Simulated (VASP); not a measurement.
Energy against volume of CdF2 (fluorite). These are vdW-DF-cx, VASP's PBE PAW potentials (set 64) (plane waves; VASP) values and carry that method's errors.

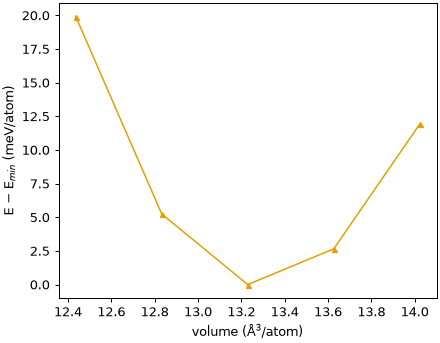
Fig. 1. Energy against volume

Question: Estimate the equilibrium volume and the bulk modulus.

Answer: The minimum lies near 13.3 Å³/atom, and the curvature gives B0 of about 100 GPa.

The compound is CdF2 in the fluorite structure. It was relaxed first.
